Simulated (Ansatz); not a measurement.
**Run report: CH$_{5}$AlS, geometry relaxation**

- system: CH$_{5}$AlS
- method: RKS B3LYP-D4/def2-SVP (Ansatz 0.2.0)

It belongs to a series of runs on one base structure; here: start relaxed. Figures and captions count atoms from 1; the log counts them from 0 in places.

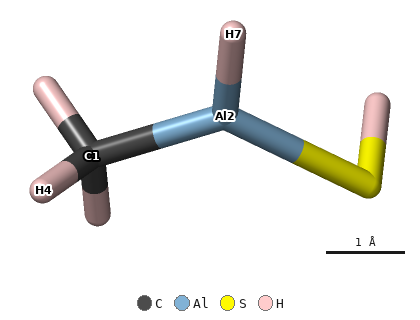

**Figure 1.** The starting structure (stick view, seen at a tilt; atoms are numbered from 1 in the order of the input). Sticks mark near contacts. Bond lengths as drawn: Al–C 1.92 Å, Al–H 1.62 Å, Al–S 2.26 Å, C–H 1.12 to 1.17 Å and H–S 1.37 Å.

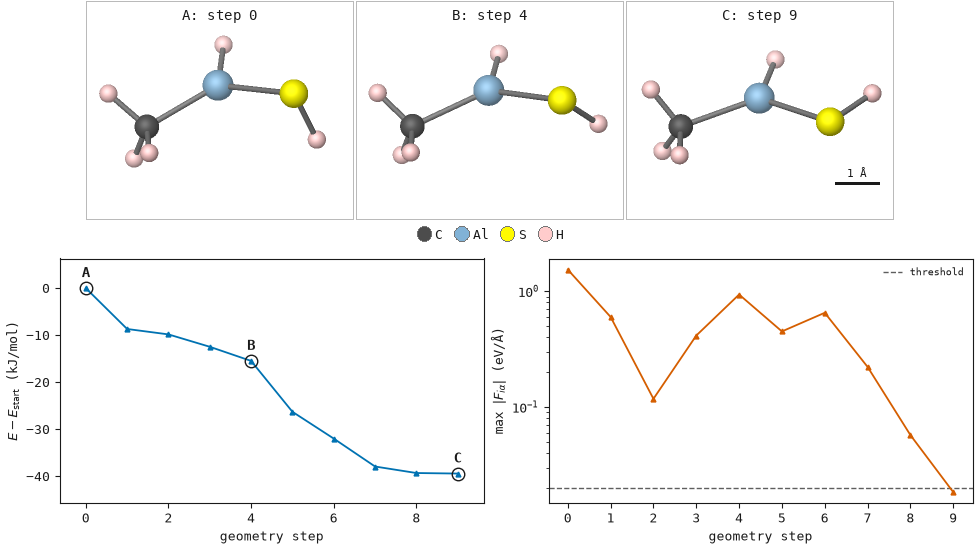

**Figure 2.** Frames of the relaxation (ball-and-stick view, seen at a tilt) above the curves, on which the letters mark them (the first geometry is step 0 here and step 1 in the log).

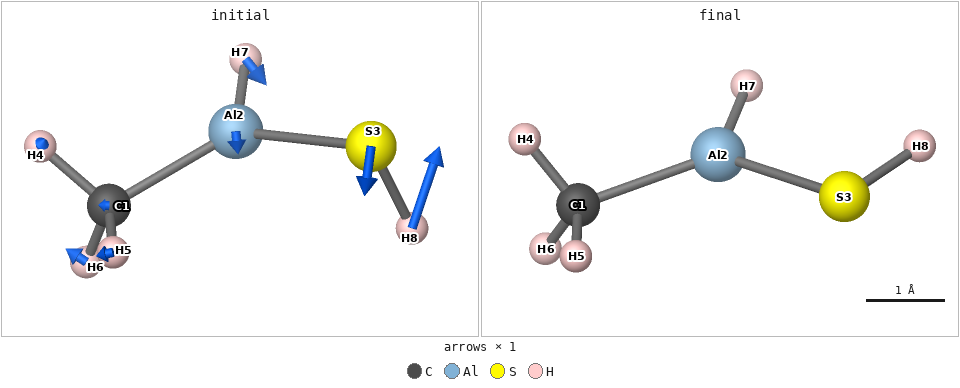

**Figure 3.** Before (left) and after (right) the relaxation, at one scale (ball-and-stick view, seen at a tilt). The blue arrows give the displacements, at true length. H8 moves most after the best rigid fit: 1.12 Å. By element the largest moves are H 1.12 Å, S 0.65 Å, Al 0.30 Å, C 0.14 Å. Distances before and after: C1–H4 1.166 → 1.105 Å, Al2–S3 2.258 → 2.198 Å, Al2–H7 1.623 → 1.584 Å, C1–Al2 1.923 → 1.952 Å. Among the angles that change: C1–Al2–H7 120.3° → 124.3°, Al2–S3–H8 91.7° → 95.1°, S3–Al2–H7 120.4° → 117.7°. The energy falls by 39.4 kJ/mol in 9 geometry steps. The largest force component goes from 1.5 to 0.018 eV/Å. (Atoms are counted from 1 in the order of the input.)

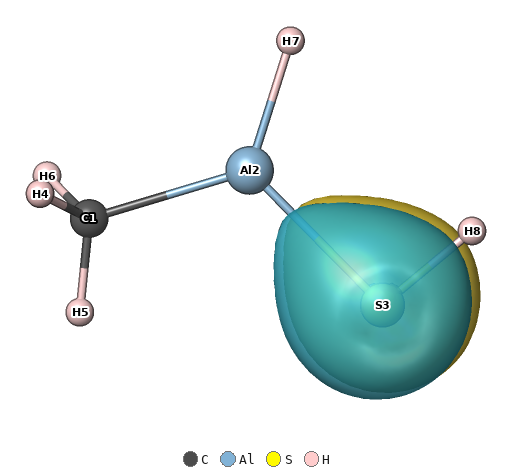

**Figure 4.** The HOMO at ±0.15 Å⁻³ᐟ² (yellow and cyan are the two phases), seen face on. Its energy is −7.21 eV.

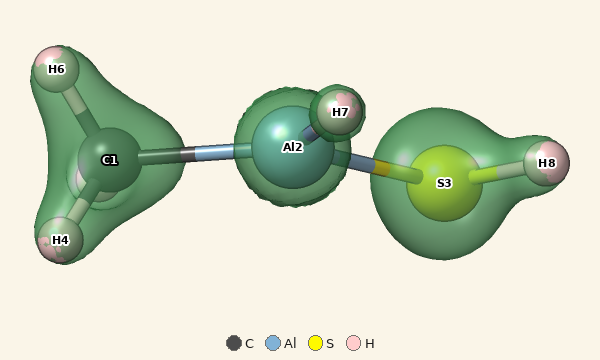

**Figure 5.** Isosurface of the total electron density at 1 e/Å³ (green), seen from the side. At this value the surface falls into four separate pieces. It is pinched off along the C–Al (1.95 Å) and Al–S (2.20 Å) contacts. On the grid the lowest density along these lines, outside the cores, is 0.62 e/Å³ (C–Al, 1.95 Å), 0.46 e/Å³ (Al–S, 2.20 Å), 1.8 e/Å³ (C–H, 1.10 Å) and 1.4 e/Å³ (S–H, 1.35 Å).

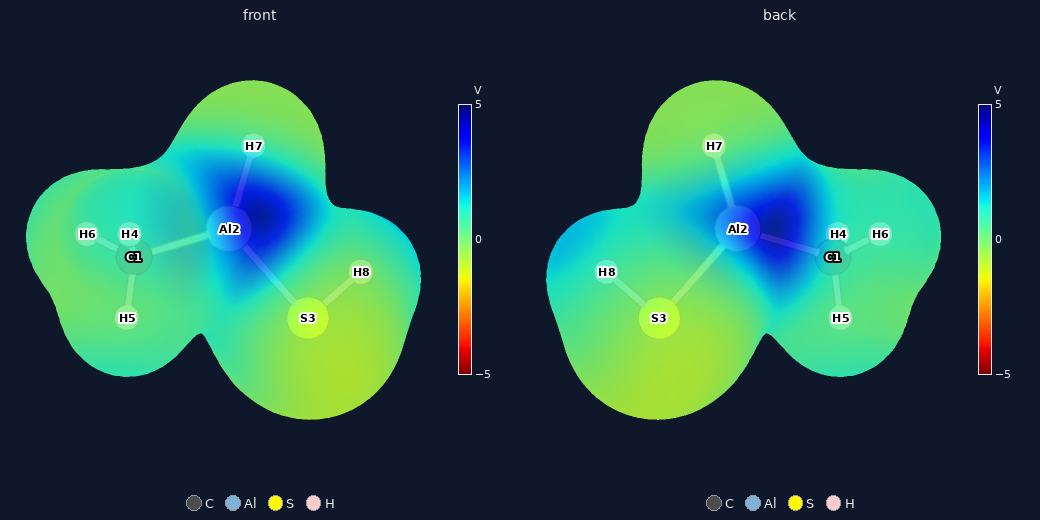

**Figure 6.** The electrostatic potential painted on the density surface at 0.004 e/bohr³, seen at a tilt and from behind; red is negative and blue positive.

The input and output of the run follow.

The input:
```yaml
crystal:
  periodic: [false, false, false]
  atoms:
    - { symbol: C, position_ang: [-0.6878, 0.9308, -0.4191] }
    - { symbol: Al, position_ang: [0.8014, -0.1651, 0.1094] }
    - { symbol: S, position_ang: [0.5023, -1.7408, 1.6989] }
    - { symbol: H, position_ang: [-0.4185, 2.0522, -0.2464] }
    - { symbol: H, position_ang: [-1.6286, 0.683, 0.1425] }
    - { symbol: H, position_ang: [-0.9434, 0.8437, -1.512] }
    - { symbol: H, position_ang: [2.2542, 0.0368, -0.5843] }
    - { symbol: H, position_ang: [0.2125, -2.6977, 0.7552] }
basis:
  gaussian: { orbitals: def2-SVP }
hamiltonian:
  xc: b3lyp
  dispersion: d4
relax:
  f_tol: 0.02
  max_steps: 40
scf:
  lower_state_search: "off"
output:
  orbitals: {}
```

Launch command:
```bash
ansatz run input.yaml --threads 1 --pin off --max-ram 2048MiB --backend cpu --events-out ev --progress --plain --runs-dir out
```

What the program printed:
```
The last accepted step is kept in [file] (removed where the run ends without a failure and the disk answers)
Engine: ansatz 0.2.0, x86_64-unknown-linux-gnu
Functional definition: B3LYP
  parameter a0 = 0.2
  parameter ax = 0.72
  parameter ac = 0.81
  exchange = (1 - a0 - ax)*slater_x + ax*b88_x + a0*exact_x
  correlation = (1 - ac)*vwn_rpa_c + ac*lyp_c
these checks for a lower state are left out or cut short: stability, starts, cluster_reference, orbital_swaps, neighbouring_geometries, increment
782 factors; integrals over basis functions are off by at most 4.3e-4 eV
mean field evaluation 1: about -18540.7184 eV, gradient 4.8e1 eV
mean field evaluation 2: about -18536.7569 eV, gradient 5.7e1 eV
mean field evaluation 4: about -18546.5502 eV, gradient 2.0e0 eV
mean field evaluation 8: about -18546.5682 eV, gradient 5.8e-2 eV
mean field evaluation 16: about -18546.5682 eV, gradient 3.6e-6 eV
mean field -18546.56822839 eV, -681.5738110780 hartree, gradient 3.5e-6 eV, S^2 0.000000; 0 other end points of the search recorded, 0 dependent functions left out
the calculation of the forces begins
reference -18546.56846490 eV, -681.5738197695 hartree; 20, 20 occupied and 55, 55 virtual orbitals, 782 factors
relax step   1: F+E_penalty+E_count = -18546.78093956 eV  Δ(F+E_penalty+E_count) = +0.000e0 eV  max|allowed force component| = 1.537e0 eV/Å  Δτ_max = 0.0000 Å  (14 SCF iters, accepted)
these checks for a lower state are left out or cut short: stability, starts, cluster_reference, orbital_swaps, neighbouring_geometries, increment
782 factors; integrals over basis functions are off by at most 3.9e-4 eV
mean field -18546.65860599 eV, -681.5771323933 hartree, gradient 1.1e-6 eV, S^2 0.000000; 0 other end points of the search recorded, 0 dependent functions left out
the calculation of the forces begins
reference -18546.65884257 eV, -681.5771410877 hartree; 20, 20 occupied and 55, 55 virtual orbitals, 782 factors
relax step   2: F+E_penalty+E_count = -18546.87089398 eV  Δ(F+E_penalty+E_count) = -8.995e-2 eV  max|allowed force component| = 5.997e-1 eV/Å  Δτ_max = 0.0773 Å  (18 SCF iters, accepted)
these checks for a lower state are left out or cut short: stability, starts, cluster_reference, orbital_swaps, neighbouring_geometries, increment
782 factors; integrals over basis functions are off by at most 3.7e-4 eV
mean field -18546.67097830 eV, -681.5775870673 hartree, gradient 1.3e-6 eV, S^2 0.000000; 0 other end points of the search recorded, 0 dependent functions left out
the calculation of the forces begins
reference -18546.67121557 eV, -681.5775957870 hartree; 20, 20 occupied and 55, 55 virtual orbitals, 782 factors
relax step   3: F+E_penalty+E_count = -18546.88281588 eV  Δ(F+E_penalty+E_count) = -1.192e-2 eV  max|allowed force component| = 1.179e-1 eV/Å  Δτ_max = 0.0631 Å  (18 SCF iters, accepted)
these checks for a lower state are left out or cut short: stability, starts, cluster_reference, orbital_swaps, neighbouring_geometries, increment
782 factors; integrals over basis functions are off by at most 3.7e-4 eV
mean field evaluation 32: about -18546.5074 eV, gradient 6.5e0 eV
mean field -18546.69876648 eV, -681.5786082642 hartree, gradient 3.1e-6 eV, S^2 0.000000; 0 other end points of the search recorded, 0 dependent functions left out
the calculation of the forces begins
reference -18546.69900403 eV, -681.5786169938 hartree; 20, 20 occupied and 55, 55 virtual orbitals, 782 factors
relax step   4: F+E_penalty+E_count = -18546.91009350 eV  Δ(F+E_penalty+E_count) = -2.728e-2 eV  max|allowed force component| = 4.146e-1 eV/Å  Δτ_max = 0.2000 Å  (17 SCF iters, accepted)
these checks for a lower state are left out or cut short: stability, starts, cluster_reference, orbital_swaps, neighbouring_geometries, increment
782 factors; integrals over basis functions are off by at most 3.7e-4 eV
mean field -18546.72975316 eV, -681.5797470038 hartree, gradient 1.5e-6 eV, S^2 0.000000; 0 other end points of the search recorded, 0 dependent functions left out
the calculation of the forces begins
reference -18546.72998997 eV, -681.5797557062 hartree; 20, 20 occupied and 55, 55 virtual orbitals, 782 factors
relax step   5: F+E_penalty+E_count = -18546.94125559 eV  Δ(F+E_penalty+E_count) = -3.116e-2 eV  max|allowed force component| = 9.369e-1 eV/Å  Δτ_max = 0.1953 Å  (18 SCF iters, accepted)
these checks for a lower state are left out or cut short: stability, starts, cluster_reference, orbital_swaps, neighbouring_geometries, increment
782 factors; integrals over basis functions are off by at most 3.8e-4 eV
mean field -18546.84049588 eV, -681.5838167236 hartree, gradient 2.8e-6 eV, S^2 0.000000; 0 other end points of the search recorded, 0 dependent functions left out
the calculation of the forces begins
reference -18546.84073470 eV, -681.5838254999 hartree; 20, 20 occupied and 55, 55 virtual orbitals, 782 factors
relax step   6: F+E_penalty+E_count = -18547.05332891 eV  Δ(F+E_penalty+E_count) = -1.121e-1 eV  max|allowed force component| = 4.500e-1 eV/Å  Δτ_max = 0.2000 Å  (18 SCF iters, accepted)
these checks for a lower state are left out or cut short: stability, starts, cluster_reference, orbital_swaps, neighbouring_geometries, increment
782 factors; integrals over basis functions are off by at most 3.8e-4 eV
mean field -18546.89798738 eV, -681.5859294973 hartree, gradient 2.8e-6 eV, S^2 0.000000; 0 other end points of the search recorded, 0 dependent functions left out
the calculation of the forces begins
reference -18546.89822473 eV, -681.5859382197 hartree; 20, 20 occupied and 55, 55 virtual orbitals, 782 factors
relax step   7: F+E_penalty+E_count = -18547.11237867 eV  Δ(F+E_penalty+E_count) = -5.905e-2 eV  max|allowed force component| = 6.518e-1 eV/Å  Δτ_max = 0.1997 Å  (17 SCF iters, accepted)
these checks for a lower state are left out or cut short: stability, starts, cluster_reference, orbital_swaps, neighbouring_geometries, increment
782 factors; integrals over basis functions are off by at most 3.9e-4 eV
mean field evaluation 64: about -18546.9597 eV, gradient 8.5e-4 eV
mean field -18546.95965551 eV, -681.5881957591 hartree, gradient 1.7e-6 eV, S^2 0.000000; 0 other end points of the search recorded, 0 dependent functions left out
the calculation of the forces begins
reference -18546.95989341 eV, -681.5882045018 hartree; 20, 20 occupied and 55, 55 virtual orbitals, 782 factors
relax step   8: F+E_penalty+E_count = -18547.17391303 eV  Δ(F+E_penalty+E_count) = -6.153e-2 eV  max|allowed force component| = 2.223e-1 eV/Å  Δτ_max = 0.1999 Å  (18 SCF iters, accepted)
these checks for a lower state are left out or cut short: stability, starts, cluster_reference, orbital_swaps, neighbouring_geometries, increment
782 factors; integrals over basis functions are off by at most 5.2e-4 eV
mean field -18546.97404444 eV, -681.5887245425 hartree, gradient 2.1e-6 eV, S^2 0.000000; 0 other end points of the search recorded, 0 dependent functions left out
the calculation of the forces begins
reference -18546.97428322 eV, -681.5887333177 hartree; 20, 20 occupied and 55, 55 virtual orbitals, 782 factors
relax step   9: F+E_penalty+E_count = -18547.18825457 eV  Δ(F+E_penalty+E_count) = -1.434e-2 eV  max|allowed force component| = 5.732e-2 eV/Å  Δτ_max = 0.1197 Å  (17 SCF iters, accepted)
these checks for a lower state are left out or cut short: stability, starts, cluster_reference, orbital_swaps, neighbouring_geometries, increment
782 factors; integrals over basis functions are off by at most 5.4e-4 eV
mean field -18546.97505649 eV, -681.5887617348 hartree, gradient 2.9e-6 eV, S^2 0.000000; 0 other end points of the search recorded, 0 dependent functions left out
the calculation of the forces begins
reference -18546.97529541 eV, -681.5887705150 hartree; 20, 20 occupied and 55, 55 virtual orbitals, 782 factors
relax step  10: F+E_penalty+E_count = -18547.18943189 eV  Δ(F+E_penalty+E_count) = -1.177e-3 eV  max|allowed force component| = 1.845e-2 eV/Å  Δτ_max = 0.0217 Å  (19 SCF iters, accepted)
Total energy: -18547.18967081 eV, -681.5966486658 hartree
Atom 0 at    -0.729861     1.071273    -0.421251 Å, force     0.008519     0.011536     0.018447 eV/Å
Atom 1 at     0.577454    -0.329507    -0.047307 Å, force    -0.005348    -0.009078    -0.014528 eV/Å
Atom 2 at     0.005525    -1.923459     1.354270 Å, force     0.000256    -0.003303     0.002810 eV/Å
Atom 3 at    -0.353408     2.053921    -0.084520 Å, force    -0.005405    -0.004108    -0.005726 eV/Å
Atom 4 at    -1.697913     0.894883     0.074692 Å, force     0.002484     0.000786    -0.002544 eV/Å
Atom 5 at    -0.913819     1.161551    -1.506024 Å, force    -0.002246    -0.000754    -0.005399 eV/Å
Atom 6 at     2.022928    -0.397080    -0.690514 Å, force     0.001851     0.006560     0.002355 eV/Å
Atom 7 at     1.181195    -2.588683     1.264853 Å, force    -0.000111    -0.001638     0.004584 eV/Å
Dipole moment:     0.088409     0.128076    -0.129256 e Å
Checks for a lower state left out: stability, starts, cluster_reference, orbital_swaps, neighbouring_geometries, increment
```

Trajectory as extended XYZ (Å, eV, eV/Å), 10 frames, from step=1 to step=10:
```
8
Properties=species:S:1:pos:R:3:forces:R:3 step=1 energy=-18546.78094
C    -0.6878    0.9308   -0.4191   -0.6935   1.4759  -0.1899
Al    0.8014   -0.1651    0.1094    0.5943  -0.4289  -0.0056
S     0.5023   -1.7408    1.6989    0.0028  -0.1161  -0.4588
H    -0.4185    2.0522   -0.2464   -0.5013  -1.5371  -0.2197
H    -1.6286    0.6830    0.1425    0.5935   0.2977  -0.2357
H    -0.9434    0.8437   -1.5120    0.2790   0.0713   0.5757
H     2.2542    0.0368   -0.5843   -0.3898  -0.0908   0.2544
H     0.2125   -2.6977    0.7552    0.1150   0.3281   0.2797
8
Properties=species:S:1:pos:R:3:forces:R:3 step=2 energy=-18546.87089
C    -0.7013    0.9452   -0.4238   -0.2986   0.5997  -0.0669
Al    0.7798   -0.1913    0.1010    0.2002  -0.1230   0.1579
S     0.5312   -1.7444    1.6957   -0.0605  -0.0549  -0.2063
H    -0.4420    2.0247   -0.2622   -0.0779  -0.4673  -0.0551
H    -1.6338    0.7436    0.1398    0.1871   0.0056  -0.1080
H    -0.9337    0.8610   -1.5069    0.0627  -0.0286   0.1740
H     2.2240   -0.0170   -0.5377   -0.0666  -0.0098  -0.0281
H     0.2680   -2.6790    0.7383    0.0536   0.0783   0.1325
8
Properties=species:S:1:pos:R:3:forces:R:3 step=3 energy=-18546.88282
C    -0.7056    0.9648   -0.4241   -0.0449   0.0200   0.0386
Al    0.7738   -0.1856    0.1133   -0.0115  -0.0757  -0.0295
S     0.5155   -1.7464    1.6892   -0.0707  -0.0535  -0.0189
H    -0.4477    2.0231   -0.2568    0.0393   0.1179   0.0161
H    -1.6377    0.7591    0.1232   -0.0299  -0.0338   0.0079
H    -0.9141    0.8756   -1.5048    0.0159  -0.0447  -0.0271
H     2.1983   -0.0278   -0.5580    0.0295  -0.0051  -0.0261
H     0.3096   -2.7199    0.7623    0.0724   0.0751   0.0390
8
Properties=species:S:1:pos:R:3:forces:R:3 step=4 energy=-18546.91009
C    -0.7175    1.0022   -0.4204    0.1241  -0.2289   0.0950
Al    0.7243   -0.2077    0.1214   -0.0909   0.0452  -0.0548
S     0.4303   -1.7529    1.7018   -0.1185  -0.3866  -0.4055
H    -0.4276    2.0477   -0.2589    0.0502   0.2630   0.0332
H    -1.6629    0.8198    0.1069   -0.0979  -0.0136   0.0423
H    -0.8979    0.8983   -1.5037   -0.0159  -0.0259  -0.0663
H     2.1407   -0.0937   -0.5757    0.0303  -0.0677  -0.0378
H     0.5028   -2.7708    0.7728    0.1186   0.4146   0.3939
8
Properties=species:S:1:pos:R:3:forces:R:3 step=5 energy=-18546.94126
C    -0.7247    1.0303   -0.4160    0.1491  -0.1009   0.0966
Al    0.6805   -0.2265    0.1158   -0.0617   0.0346  -0.0223
S     0.3260   -1.7628    1.6920    0.1726  -0.8375  -0.9369
H    -0.4077    2.0733   -0.2516   -0.0285   0.0760   0.0074
H    -1.6822    0.8633    0.0983   -0.0383   0.0287   0.0195
H    -0.8921    0.9251   -1.5032   -0.0190  -0.0009  -0.0092
H     2.0987   -0.1612   -0.5958   -0.0357  -0.1085  -0.0022
H     0.6935   -2.7985    0.8046   -0.1386   0.9085   0.8471
8
Properties=species:S:1:pos:R:3:forces:R:3 step=6 energy=-18547.05333
C    -0.7186    1.0548   -0.4223   -0.0027  -0.0575   0.1077
Al    0.6532   -0.2435    0.0575    0.0436  -0.1401   0.0992
S     0.2252   -1.7653    1.6272    0.0430  -0.2154  -0.4500
H    -0.4368    2.0893   -0.1715    0.0225   0.0857   0.0011
H    -1.6725    0.8261    0.0773   -0.0567   0.0490  -0.0276
H    -0.8807    1.0236   -1.5144   -0.0213   0.0083   0.0005
H     2.0759   -0.2715   -0.6400   -0.0231  -0.0761  -0.0420
H     0.8464   -2.7705    0.9304   -0.0052   0.3462   0.3112
8
Properties=species:S:1:pos:R:3:forces:R:3 step=7 energy=-18547.11238
C    -0.7167    1.0705   -0.4145   -0.0175  -0.0893   0.0629
Al    0.6299   -0.2705    0.0265   -0.0472  -0.0259   0.0531
S     0.1066   -1.7912    1.5436    0.5781  -0.6277  -0.5387
H    -0.4344    2.0960   -0.1343    0.0679   0.1013   0.0164
H    -1.6786    0.8402    0.0697   -0.0418   0.0245  -0.0159
H    -0.8749    1.0700   -1.5070   -0.0307   0.0226  -0.0281
H     2.0485   -0.3505   -0.6711    0.0000  -0.0572  -0.0218
H     1.0116   -2.7216    1.0313   -0.5089   0.6518   0.4720
8
Properties=species:S:1:pos:R:3:forces:R:3 step=8 energy=-18547.17391
C    -0.7276    1.0814   -0.4096    0.0096  -0.0220  -0.0528
Al    0.5976   -0.2930   -0.0033    0.0289  -0.0911  -0.0926
S     0.0639   -1.8549    1.4466    0.1535  -0.2219  -0.0407
H    -0.4153    2.0841   -0.0745    0.0084   0.0388   0.0322
H    -1.7147    0.8639    0.0282    0.0084   0.0150   0.0449
H    -0.8570    1.1454   -1.5052    0.0038   0.0093   0.0038
H     2.0101   -0.4272   -0.7123   -0.0275   0.0495   0.0094
H     1.1352   -2.6567    1.1744   -0.1850   0.2223   0.0957
8
Properties=species:S:1:pos:R:3:forces:R:3 step=9 energy=-18547.18826
C    -0.7249    1.0780   -0.4165   -0.0237  -0.0386  -0.0202
Al    0.5748   -0.3311   -0.0466    0.0020  -0.0038   0.0573
S     0.0065   -1.9228    1.3664    0.0258   0.0463  -0.0547
H    -0.3693    2.0684   -0.0813    0.0193  -0.0256   0.0114
H    -1.6957    0.8843    0.0678   -0.0047   0.0264  -0.0031
H    -0.8984    1.1591   -1.5042   -0.0166   0.0139  -0.0015
H     2.0167   -0.4085   -0.6960    0.0036  -0.0032  -0.0047
H     1.1824   -2.5844    1.2544   -0.0057  -0.0154   0.0155
8
Properties=species:S:1:pos:R:3:forces:R:3 step=10 energy=-18547.18943
C    -0.7299    1.0713   -0.4213    0.0085   0.0115   0.0184
Al    0.5775   -0.3295   -0.0473   -0.0053  -0.0091  -0.0145
S     0.0055   -1.9235    1.3543    0.0003  -0.0033   0.0028
H    -0.3534    2.0539   -0.0845   -0.0054  -0.0041  -0.0057
H    -1.6979    0.8949    0.0747    0.0025   0.0008  -0.0025
H    -0.9138    1.1616   -1.5060   -0.0022  -0.0008  -0.0054
H     2.0229   -0.3971   -0.6905    0.0019   0.0066   0.0024
H     1.1812   -2.5887    1.2649   -0.0001  -0.0016   0.0046
```

Summary:

- outcome: converged
- total energy: −18547.1897 eV
- mean-field energy: −18546.9753 eV
- largest force (length of the vector) at the end: 0.023 eV/Å
- hardware: 1 thread of Intel Xeon (Granite Rapids), 128 GiB of memory available, shared host
- wall time: 14 s
- peak memory: 0.15 GiB
